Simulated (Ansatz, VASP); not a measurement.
# Cross-check of MgS (Niningerite) between VASP and Ansatz, part 2 of 2

Aim: how closely do two programs agree when they are given the same cell, functional and k mesh?

VASP 6.6.1 and Ansatz 0.2.0.

So far: The structure; VASP: band structure, HSE06; Ansatz: band structure, HSE06.

## Step 4: Comparison

Known differences besides the PAW data sets themselves: exact exchange at q = 0 is treated differently, which shows on coarse meshes; VASP keeps PBE cores, Ansatz makes them for the functional; the data sets hold 16 valence electrons in Ansatz (default PAW (the set named soft_2) files) and 8 in VASP; the cutoff is 420 eV in Ansatz and 350 eV in VASP; VASP takes a coarser grid for exact exchange (PRECFOCK = Fast). Total energies have different zeros and are not compared.

The two programs side by side:

```
                     quantity  Ansatz   VASP  difference
gap over the path points (eV)   3.824  3.772      +0.052
```

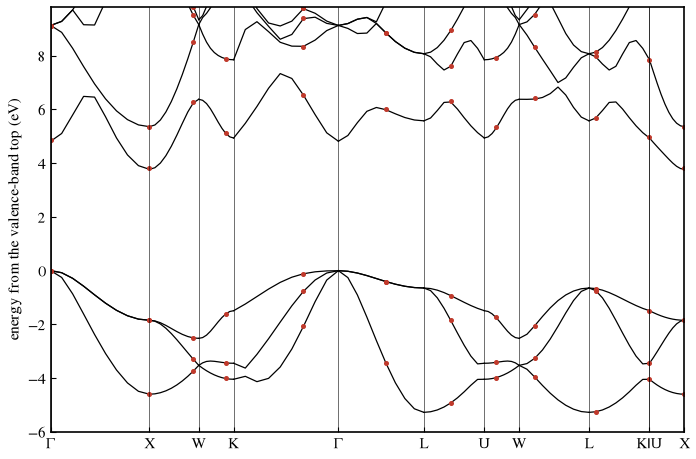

Bands from VASP (lines) and levels from Ansatz (dots). Dots without a line are higher empty bands that the VASP plot leaves out.

Levels at points of the path, from each program's valence-band top (eV; 3 filled, then empty):

```csv
k (reciprocal lattice),Ansatz,VASP
0.000 0.000 0.000,0.00 0.00 0.00 4.85 9.11 9.11,0.00 0.00 0.00 4.82 9.13 9.13
0.500 0.000 0.500,-4.59 -1.84 -1.84 3.82 5.36 13.56,-4.60 -1.85 -1.85 3.77 5.36 13.55
0.500 0.222 0.722,-3.73 -3.29 -2.50 6.28 8.50 9.53,-3.74 -3.30 -2.50 6.24 8.51 9.51
0.403 0.347 0.750,-4.01 -3.42 -1.60 5.14 7.88 10.82,-4.02 -3.43 -1.61 5.10 7.88 10.82
0.125 0.125 0.250,-2.07 -0.77 -0.12 6.56 8.34 9.39,-2.07 -0.77 -0.12 6.53 8.35 9.38
0.278 0.278 0.278,-3.43 -0.41 -0.41 6.00 8.86 8.86,-3.44 -0.41 -0.41 5.99 8.85 8.85
0.556 0.389 0.556,-4.92 -1.85 -0.93 6.30 7.62 8.95,-4.92 -1.85 -0.93 6.28 7.61 8.94
0.583 0.250 0.667,-3.98 -3.41 -1.74 5.33 7.93 10.58,-3.98 -3.41 -1.74 5.29 7.93 10.57
0.500 0.306 0.694,-3.95 -3.26 -2.04 6.42 8.32 9.53,-3.96 -3.26 -2.05 6.39 8.31 9.54
0.486 0.486 0.528,-5.25 -0.74 -0.67 5.69 7.98 8.15,-5.25 -0.74 -0.67 5.68 7.96 8.13
```

Among the levels compared (up to four filled and three empty ones at each point), filled levels agree within 7 meV and empty ones within 52 meV.

## Step 5: VASP: band structure, PBE0

The same path points are solved in both programs, so levels can be compared one by one.

INCAR reads:

```
SYSTEM = MgS
PREC = Accurate
ENCUT = 350
EDIFF = 1E-06
NELM = 100
ISMEAR = 0
SIGMA = 0.03
LREAL = .FALSE.
ALGO = Normal
LHFCALC = .TRUE.
AEXX = 0.25
GGA = PE
LASPH = .TRUE.
NBANDS = 10
PRECFOCK = Fast
HFRCUT = -1
LORBIT = 11
LWAVE = .FALSE.
LCHARG = .FALSE.
KPAR = 4
```

POSCAR reads:

```
MgS
1.0
    0.0000000000      2.6016500000      2.6016500000
    2.6016500000      0.0000000000      2.6016500000
    2.6016500000      2.6016500000      0.0000000000
S Mg
1 1
Direct
    0.5000000000      0.5000000000      0.5000000000
    0.0000000000      0.0000000000      0.0000000000
```

KPOINTS reads:

```
Automatic mesh
0
Gamma
5 5 5
0 0 0
```

KPOINTS_OPT reads:

```
Line mode
10
Line-mode
Reciprocal
  0.00000000   0.00000000   0.00000000 GAMMA
  0.50000000   0.00000000   0.50000000 X

  0.50000000   0.00000000   0.50000000 X
  0.50000000   0.25000000   0.75000000 W

  0.50000000   0.25000000   0.75000000 W
  0.37500000   0.37500000   0.75000000 K

  0.37500000   0.37500000   0.75000000 K
  0.00000000   0.00000000   0.00000000 GAMMA

  0.00000000   0.00000000   0.00000000 GAMMA
  0.50000000   0.50000000   0.50000000 L

  0.50000000   0.50000000   0.50000000 L
  0.62500000   0.25000000   0.62500000 U

  0.62500000   0.25000000   0.62500000 U
  0.50000000   0.25000000   0.75000000 W

  0.50000000   0.25000000   0.75000000 W
  0.50000000   0.50000000   0.50000000 L

  0.50000000   0.50000000   0.50000000 L
  0.37500000   0.37500000   0.75000000 K

  0.62500000   0.25000000   0.62500000 U
  0.50000000   0.00000000   0.50000000 X
```

PAW data sets: S and Mg (PBE family, release 64).

Command:

```sh
mpirun -np 4 vasp_std
```

Numbers of over 12 decimals in the logs are rounded to 6 here.

What it wrote:

```text
[banner, memory and clock lines left out]
running    4 mpi-ranks, on    1 nodes
[...]
LDA part: xc-table for (Slater+PW92), standard interpolation
 found WAVECAR, reading the header
 POSCAR, INCAR and KPOINTS ok, starting setup
[...]
HFRCUT set to (new)   10.167152
 reading WAVECAR
 the WAVECAR file was read successfully
 initial charge from wavefunction
 entering main loop
       N       E                     dE             d eps       ncg     rms          rms(c)
DAV:   1    -0.104323179034E+02   -0.10432E+02   -0.64041E-01   202   0.499E+00    0.224E+00
DAV:   2    -0.104369460092E+02   -0.46281E-02   -0.12456E-02   264   0.778E-01    0.171E+00
DAV:   3    -0.104350114716E+02    0.19345E-02   -0.15095E-03   206   0.207E-01    0.104E+00
DAV:   4    -0.104344810724E+02    0.53040E-03   -0.71923E-04   214   0.132E-01    0.622E-01
[...]
DAV:   9    -0.104342229742E+02    0.35756E-05   -0.96960E-07   152   0.736E-03    0.283E-02
DAV:  10    -0.104342215775E+02    0.13967E-05   -0.41530E-07   100   0.520E-03    0.141E-02
DAV:  11    -0.104342210168E+02    0.56073E-06   -0.15863E-07   102   0.326E-03
   1 F= -.10434221E+02 E0= -.10434221E+02  d E =-.181880E-12
 Start KPOINTS_OPT (optional k-point list driver)
k-point batch [1-10\100]
       N       E                     dE             ncg
DAV:   1     0.187144304521E+03   -0.13560E+04      200
DAV:   2    -0.114741544295E+03   -0.30189E+03      246
DAV:   3    -0.137773137341E+03   -0.23032E+02      254
DAV:   4    -0.138059309240E+03   -0.28617E+00      250
DAV:   5    -0.138061266840E+03   -0.19576E-02      244
DAV:   6    -0.138061278246E+03   -0.11406E-04      262
DAV:   7    -0.138061278348E+03   -0.10243E-06      228
[...]
k-point batch [91-100\100]
       N       E                     dE             ncg
DAV:   1     0.494671649713E+02   -0.28014E+04      208
DAV:   2    -0.189246507291E+03   -0.23871E+03      276
DAV:   3    -0.201986706402E+03   -0.12740E+02      262
DAV:   4    -0.202128614825E+03   -0.14191E+00      290
DAV:   5    -0.202129282762E+03   -0.66794E-03      294
DAV:   6    -0.202129286351E+03   -0.35891E-05      284
DAV:   7    -0.202129286379E+03   -0.28080E-07      264
```

From OUTCAR (step 5):

```text
 POSITION                                       TOTAL-FORCE (eV/Angst)
 -----------------------------------------------------------------------------------
      2.60165      2.60165      2.60165         0.000000      0.000000      0.000000
      0.00000      0.00000      0.00000        -0.000000     -0.000000      0.000000
 -----------------------------------------------------------------------------------
    total drift:                                0.000000      0.000000     -0.000000

  FREE ENERGIE OF THE ION-ELECTRON SYSTEM (eV)
  ---------------------------------------------------
  free  energy   TOTEN  =       -10.4342210168 eV

  energy  without entropy=      -10.4342210168  energy(sigma->0) =      -10.43422102

[... 2 parts as in an earlier step ...]

[... 1 further part left out ...]
[key lines of the parts left out:]
E-fermi :   2.8271
```

## Step 6: Ansatz: band structure, PBE0

The same cell, functional, mesh and smearing now go to Ansatz, which takes its cutoff from its data sets.

input.yaml reads:

```yaml
crystal:
  lattice:
    - [0.0, 2.60165, 2.60165]
    - [2.60165, 0.0, 2.60165]
    - [2.60165, 2.60165, 0.0]
  atoms:
    - { symbol: S, position: [0.5, 0.5, 0.5] }
    - { symbol: Mg, position: [0.0, 0.0, 0.0] }
hamiltonian:
  xc: pbe0
  pseudopotentials: { kind: paw }
kpoints:
  mp_grid: { grid: [5, 5, 5] }
  band_path:
    path:
      - [0.0, 0.0, 0.0]
      - [0.5, 0.0, 0.5]
      - [0.5, 0.22222, 0.72222]
      - [0.40278, 0.34722, 0.75]
      - [0.125, 0.125, 0.25]
      - [0.27778, 0.27778, 0.27778]
      - [0.55556, 0.38889, 0.55556]
      - [0.58333, 0.25, 0.66667]
      - [0.5, 0.30556, 0.69444]
      - [0.48611, 0.48611, 0.52778]
      - [0.625, 0.25, 0.625]
      - [0.5, 0.0, 0.5]
    npoints: 1
scf:
  occupations: { method: gaussian, width: 0.03 }
  n_extra_bands: 7
output:
  forces: true
  stress: true
  eigenvalues: true
  write_density: true
  write_potential: true
  elf: true
  volumetric_format: npy
```

Command:

```sh
ansatz run input.yaml --threads 4 --pin off --max-ram 9216MiB --backend cpu --events-out ev --progress --plain --runs-dir out
```

What it wrote:

```text
[...]
Crystal: 2 atoms, lattice volume = 35.219 Å³
Basis set: ecut = 420 eV, 701 PW (Γ), exchange–correlation on 50×50×50 points (8 copies of the dense FFT grid, shifted against one another)
Bands: 15, of which v1, the nominal top of the filled ones, is band 8 counted from 1 (7 counted from 0)
Symmetry: 48 space group operations
[...]
k-points: 10 of 125
[...]
--- Band table (eV; the first three rows and the last of 10) ---
  k-point 0: bands = [... 4 lower, -8.6565, 5.3604, 5.3604, 5.3604, 10.8974, 15.1980, 15.1980, 15.1980, ... 3 higher]
  k-point 1: bands = [... 4 lower, -8.2450, 3.0863, 5.1089, 5.1089, 12.1346, 15.1308, 15.4051, 15.4051, ... 3 higher]
  k-point 2: bands = [... 4 lower, -7.3954, 0.4626, 4.7607, 4.7607, 11.7435, 14.3469, 14.3469, 17.6027, ... 3 higher]
  k-point 9: bands = [... 4 lower, -6.9001, 1.2607, 2.3910, 3.4494, 12.3900, 14.2118, 14.8246, 17.3415, ... 3 higher]
[key lines of the parts left out:]
Free energy (F): -2830.121141 eV
Fermi energy:    7.845331 eV
P = ⅓ Tr σ = -0.3223 GPa (-3.223 kbar)
```

Run time: 13 s. Hardware: 4 threads of Arm Neoverse V1, shared host; peak memory 0.58 GiB; 45 s of CPU time.

## Step 7: Comparison

The two programs side by side:

| quantity | Ansatz | VASP | difference |
| --- | --- | --- | --- |
| gap over the path points (eV) | 4.532 | 4.488 | +0.044 |

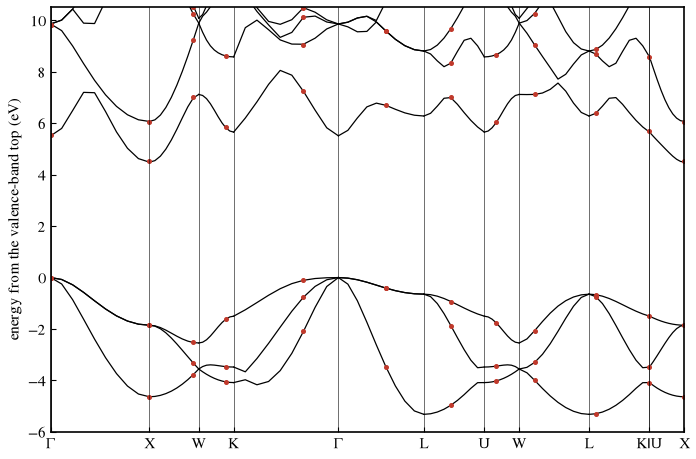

Bands from VASP (lines) and levels from Ansatz (dots). Dots without a line are higher empty bands that the VASP plot leaves out.

Levels at points of the path, from each program's valence-band top (eV; 3 filled, then empty):

| k (reciprocal lattice) | Ansatz | VASP |
| --- | --- | --- |
| 0.000 0.000 0.000 | 0.00 0.00 0.00 5.54 9.84 9.84 | 0.00 0.00 0.00 5.51 9.86 9.86 |
| 0.500 0.000 0.500 | -4.64 -1.85 -1.85 4.53 6.06 14.29 | -4.64 -1.85 -1.85 4.49 6.07 14.29 |
| 0.500 0.222 0.722 | -3.77 -3.32 -2.52 7.02 9.22 10.27 | -3.77 -3.32 -2.52 6.98 9.24 10.25 |
| 0.403 0.347 0.750 | -4.05 -3.46 -1.62 5.85 8.61 11.57 | -4.06 -3.46 -1.62 5.82 8.62 11.57 |
| 0.125 0.125 0.250 | -2.09 -0.77 -0.11 7.26 9.06 10.12 | -2.09 -0.76 -0.11 7.24 9.07 10.12 |
| 0.278 0.278 0.278 | -3.47 -0.41 -0.41 6.70 9.59 9.59 | -3.47 -0.41 -0.41 6.70 9.59 9.59 |
| 0.556 0.389 0.556 | -4.97 -1.87 -0.93 7.01 8.35 9.69 | -4.97 -1.86 -0.93 7.00 8.33 9.68 |
| 0.583 0.250 0.667 | -4.02 -3.45 -1.75 6.04 8.66 11.32 | -4.02 -3.45 -1.75 6.01 8.67 11.32 |
| 0.500 0.306 0.694 | -4.00 -3.30 -2.06 7.15 9.04 10.26 | -4.00 -3.30 -2.06 7.12 9.04 10.28 |
| 0.486 0.486 0.528 | -5.30 -0.75 -0.67 6.39 8.71 8.88 | -5.30 -0.74 -0.67 6.39 8.70 8.87 |

Among the levels compared (up to four filled and three empty ones at each point), filled levels agree within 9 meV and empty ones within 44 meV.

## Step 8: Outcome

```json
{
 "difference in gap over the path points (band structure, HSE06)": "0.052 eV",
 "difference in gap over the path points (band structure, PBE0)": "0.044 eV"
}
```

**Reading.** The difference in gap over the path points is 0.052 eV (band structure, HSE06), within the 0.08 eV picked in this series as the mark of a large difference. How closely two codes agree says nothing of how well the functional describes the real material.

[Lines on the potential files, build, host, timing and source positions are cut from VASP's logs without a mark.]

[Logs are printed without paths, hosts, clocks, repeated set-up lines and the standing remarks that a program may print on its own settings, such as how far it seeks lower states.]

[Hosts, paths, dates, database ids (printed as entryN), source tags and the programs' standing remarks are cut or masked in the printed files.]
